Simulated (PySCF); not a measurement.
# C₅H₇BF₂GaN (SMILES FB(F)c1cc[n+]([GaH3-])cc1): what the fields show

```csv
atom,x (Å),y (Å),z (Å)
F,3.9052,1.1657,-0.0413
B,3.2415,0.0528,0.1806
F,3.9304,-1.0451,0.4009
C,1.6814,0.0307,0.1822
C,0.9803,-1.1544,0.4332
C,-0.4088,-1.1385,0.4216
N,-1.0986,-0.0208,0.1789
Ga,-3.2310,-0.0511,0.2260
C,-0.4496,1.1212,-0.0652
C,0.9380,1.1894,-0.0707
H,1.5113,-2.0870,0.6342
H,-1.0015,-2.0390,0.6039
H,-3.4903,1.0883,-0.8430
H,-3.4354,-1.5641,-0.1961
H,-3.4612,0.3154,1.7490
H,-1.0745,1.9956,-0.2661
H,1.4342,2.1404,-0.2746
```

Geometry: PBE0-D3(BJ)/def2-SVP.

Level of theory: B3LYP/def2-SVPD, SCF density, gas phase in PySCF 2.14.0.

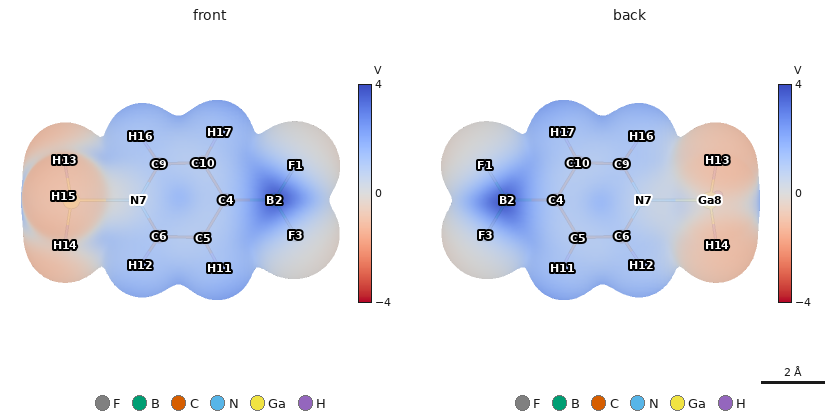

Figure 1. The electrostatic potential painted on the density surface at 0.004 e/bohr³, seen from the front and from behind; the colour scale runs from red (negative) to blue (positive).

### Describe the electrostatic potential map.

The most negative region (about −1.1 V, or −25 kcal/mol for a unit charge) lies over H13, H14 and H15, the most positive (about +3.4 V, or +78 kcal/mol for a unit charge) over B2.

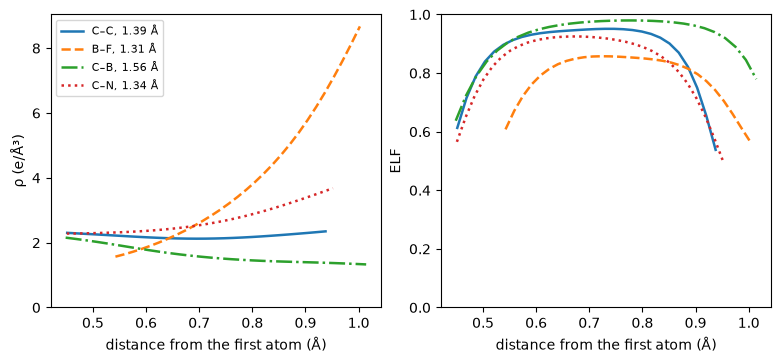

Figure 2. Electron density and electron localisation function along straight lines between neighbouring atoms. The curves leave out the atomic cores.

### Compare the contacts.

C–C (1.39 Å): ρ at the midpoint is about 2.1 e/Å³; the ELF peaks at about 0.95 between the atoms, as expected for a covalent bond.
B–F (1.31 Å): ρ at the midpoint is about 2.2 e/Å³; the ELF peaks at about 0.85 between the atoms (a shared but strongly polarised pair).
C–B (1.56 Å): ρ at the midpoint is about 1.5 e/Å³; the ELF peaks at about 1 between the atoms: a shared electron pair.
C–N (1.34 Å): ρ at the midpoint is about 2.5 e/Å³; the ELF peaks at about 0.95 between the atoms, as expected for localised, covalent bonding.
